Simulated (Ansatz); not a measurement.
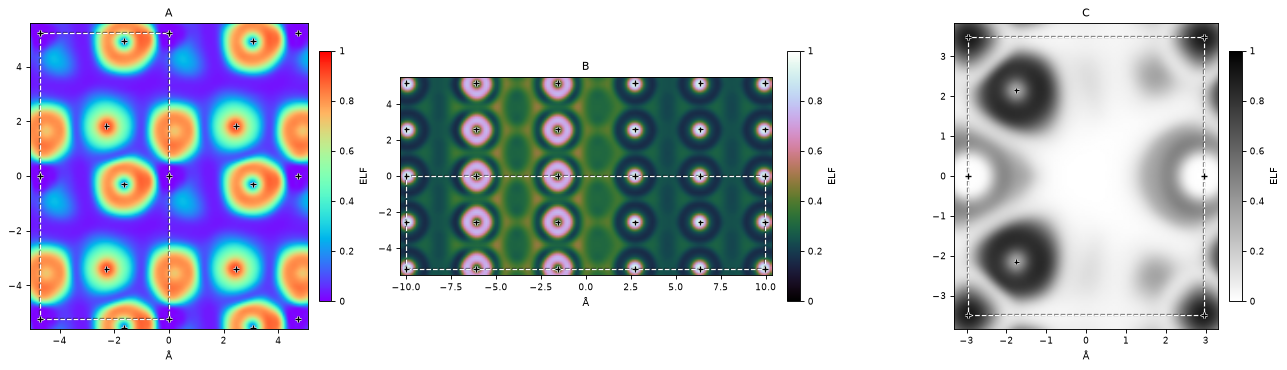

The ELF of 3 systems, each on a plane through atoms (crosses mark nuclei in the plane).

All numbers below come from Ansatz, DFT PBE, scalar-relativistic, plane waves, PAW.

System 1: FePb2O4, the (101̄) plane of the conventional cell. Space group P-42m; a generated structure, not necessarily the stable one; spin-polarised.

```yaml
crystal:
  lattice:
    - [5.91836, 0.00000, 0.00000]
    - [0.00000, 5.91836, 0.00000]
    - [0.00000, 0.00000, 3.66391]
  atoms:
    - { symbol: Fe, position: [0.00000, 0.00000, 0.00000] }
    - { symbol: Pb, position: [0.00000, 0.50000, 0.50000] }
    - { symbol: Pb, position: [0.50000, 0.00000, 0.50000] }
    - { symbol: O, position: [0.79559, 0.79559, 0.15878] }
    - { symbol: O, position: [0.20441, 0.20441, 0.15878] }
    - { symbol: O, position: [0.20441, 0.79559, 0.84122] }
    - { symbol: O, position: [0.79559, 0.20441, 0.84122] }
```

System 2: Cu3Mo2, the (110) plane of the conventional cell. Space group Cmme; a generated structure, not necessarily the stable one; changed on purpose from its base cell (volume × 0.94, shape and atoms relaxed); computed pressure about 12 GPa in this cell; computed without spin polarisation.

```
Cu Mo
1.0
     3.17157    0.00000    0.00000
     0.00000    4.08685    0.00000
     0.00000    0.00000   19.96191
Cu Mo
12 8
Direct
  0.00000 0.75000 0.04522
  0.50000 0.25000 0.04522
  0.00000 0.25000 0.13575
  0.50000 0.75000 0.13575
  0.00000 0.75000 0.22704
  0.50000 0.25000 0.22704
  0.00000 0.25000 0.95478
  0.50000 0.75000 0.95478
  0.00000 0.25000 0.77296
  0.50000 0.75000 0.77296
  0.00000 0.75000 0.86425
  0.50000 0.25000 0.86425
  0.00000 0.75000 0.44315
  0.50000 0.25000 0.44315
  0.00000 0.25000 0.33037
  0.50000 0.75000 0.33037
  0.00000 0.25000 0.55685
  0.50000 0.75000 0.55685
  0.00000 0.75000 0.66963
  0.50000 0.25000 0.66963
```

System 3: Be2CdO3, the (11̄0) plane of the conventional cell. Space group Cmc2₁; a generated structure, not necessarily the stable one.

```
CELL_PARAMETERS angstrom
9.09383 0.00000 0.00000
0.00000 5.18984 0.00000
0.00000 0.00000 4.72717
ATOMIC_POSITIONS crystal
Be 0.32016 0.84541 0.99643
Be 0.82016 0.34541 0.99643
Be 0.32016 0.15459 0.49643
Be 0.82016 0.65459 0.49643
Be 0.17984 0.65459 0.49643
Be 0.67984 0.15459 0.49643
Be 0.17984 0.34541 0.99643
Be 0.67984 0.84541 0.99643
Cd 0.00000 0.81120 0.01296
Cd 0.50000 0.31120 0.01296
Cd 0.00000 0.18880 0.51296
Cd 0.50000 0.68880 0.51296
O 0.28917 0.12996 0.14741
O 0.78917 0.62996 0.14741
O 0.21083 0.62996 0.14741
O 0.71083 0.12996 0.14741
O 0.00000 0.25309 0.03966
O 0.50000 0.75309 0.03966
O 0.28917 0.87004 0.64741
O 0.78917 0.37004 0.64741
O 0.21083 0.37004 0.64741
O 0.71083 0.87004 0.64741
O 0.00000 0.74691 0.53966
O 0.50000 0.24691 0.53966
```

Question: Which map belongs to which system?

Answer: Panel A is system 3, Be2CdO3: the plane holds Be, Cd and O. Be–O (1.68 Å): the ELF peaks at about 0.85 in the valence shell of O, 0.7 Å from its nucleus, and is about 0.85 at the midpoint. Panel B is system 2, Cu3Mo2: the plane holds Cu and Mo. Mo–Mo (2.59 Å): the ELF is about 0.30 at the midpoint: no localised pair shows between them. Panel C is system 1, FePb2O4: the plane holds Fe, Pb and O. Fe–O (1.81 Å): the ELF peaks at about 0.80 in the valence shell of O, 0.6 Å from its nucleus, and is about 0.25 at the midpoint (no localised pair shows between them).
